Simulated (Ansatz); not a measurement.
## Electronic structure of BrClHOSi (SMILES O[Si](Cl)Br) (doublet) in real space

Input

```
crystal:
  periodic: [false, false, false]
  atoms:
    - {symbol: O, position_ang: [0.582423, 0.855249, -0.667747]}
    - {symbol: Si, position_ang: [-0.211805, 0.137666, 0.565979]}
    - {symbol: Cl, position_ang: [-1.682516, -1.093308, -0.190381]}
    - {symbol: Br, position_ang: [1.283486, -1.027430, 1.711810]}
    - {symbol: H, position_ang: [0.078313, 1.054223, -1.461060]}
basis:
  gaussian: {orbitals: def2-TZVPP}
magnetization: {spin_polarized: true, initial_magnetization: 1}
hamiltonian: {xc: pbe0, dispersion: d4}
output: {orbitals: {seedname: orbitals}}
```

Run with:

```sh
ansatz run in.yaml --threads 4 --pin off --events-out ev --progress --plain --max-ram 10444MiB
```

Geometry: PBE0-D4/def2-TZVP.

Method: UKS PBE0-D4/def2-TZVPP (Ansatz 0.2.0).

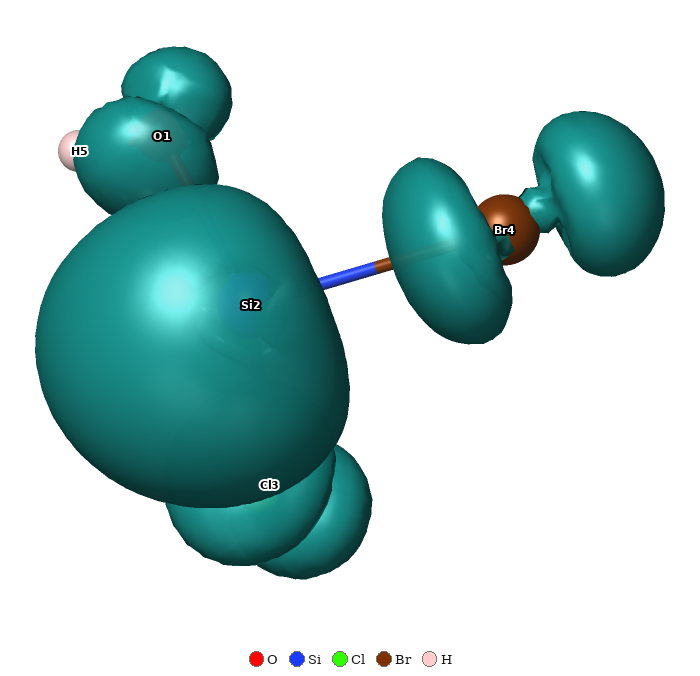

Figure 1. Isosurfaces of the spin density (α minus β) at +0.02 (teal) and −0.02 e/Å³ (pink), seen at a tilt.

> Where is the unpaired spin?

The unpaired spin (1 electron) lies mostly on Si2 (about 0.7), Br4 (about 0.1), Cl3 (about 0.1) and O1 (about 0.1), in electrons by Hirshfeld's partition.

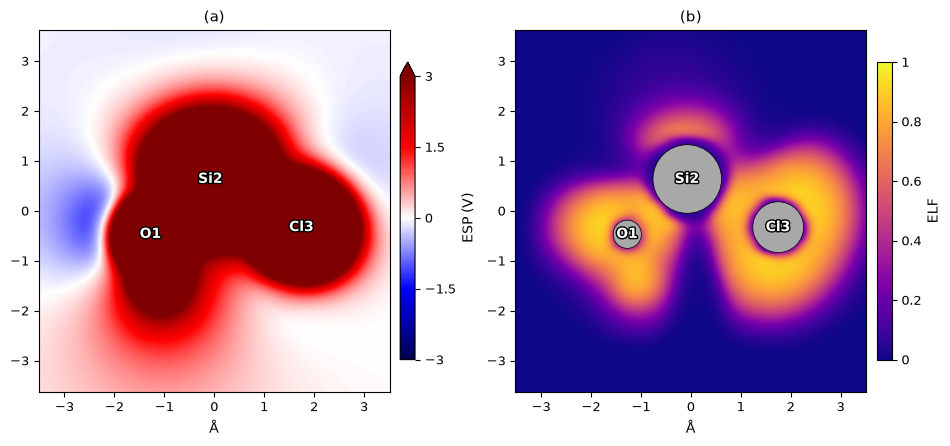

Figure 2. (a) electrostatic potential; (b) electron localisation function on the plane of atoms O1, Si2 and Cl3. Grey discs cover the atomic cores in the ELF map.

> What do the fields say about this system?

The section cuts through O, Si and Cl sites.
Si–O (1.63 Å): the ELF peaks at about 0.85 between the atoms; a polar covalent bond.
Si–Cl (2.06 Å): the ELF peaks at about 0.85 between the atoms, as expected for a polar covalent bond.
The ELF also peaks beside Cl3 and O1, away from the bonds: non-bonding electrons, paired or unpaired.
Outside the dense part of the molecule the potential is most negative (−1.0 V) near O1.

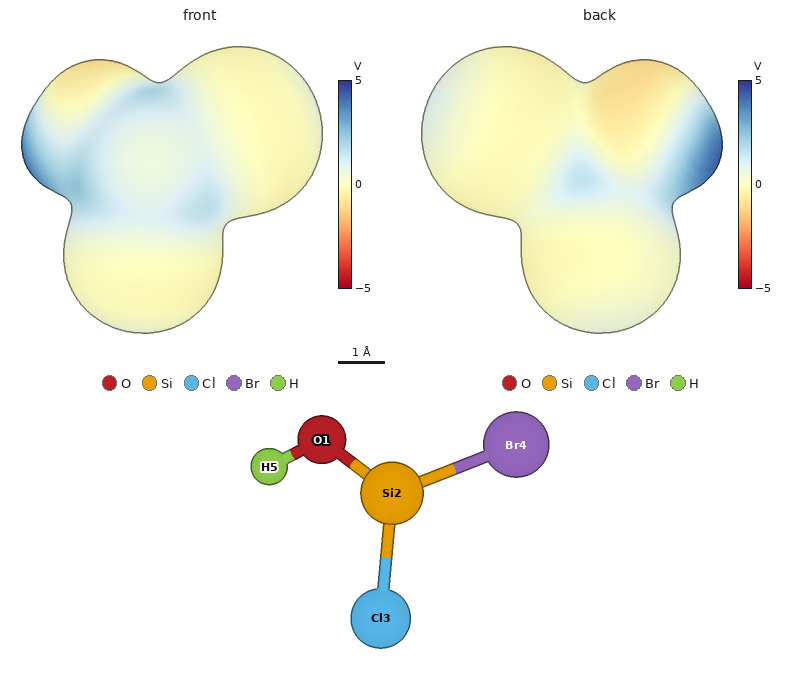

Figure 3. The molecular electrostatic potential painted on the density surface at 0.004 e/bohr³, seen from the front and from behind; red is negative and blue positive. The bare structure is drawn below in the same view.

> Describe the electrostatic potential map.

The most negative region (about −1.0 V) lies over O1, the most positive (about +4.1 V) over H5. Cl3 shows a σ-hole: about +0.6 V at the tip opposite its bond, against about 0.0 V on its flanks. Br4 shows a σ-hole: about +0.8 V at the tip opposite its bond, against about −0.1 V on its flanks. O1 is the likeliest acceptor of a hydrogen bond.

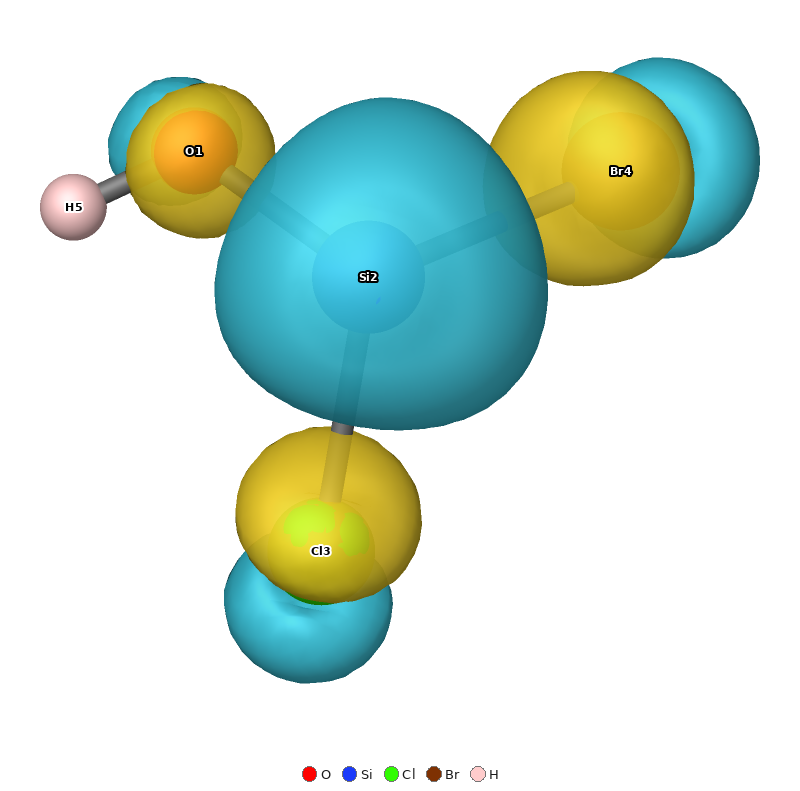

Figure 4. The HOMO (α) at ±0.15 Å⁻³ᐟ² (yellow and cyan are the two phases), seen across its widest extent.

> Describe this orbital and give its energy.

It lies mainly on Si2 (about 55 %), Br4 (about 20 %), Cl3 (about 15 %) and O1 (about 10 %). Its energy is −6.65 eV.
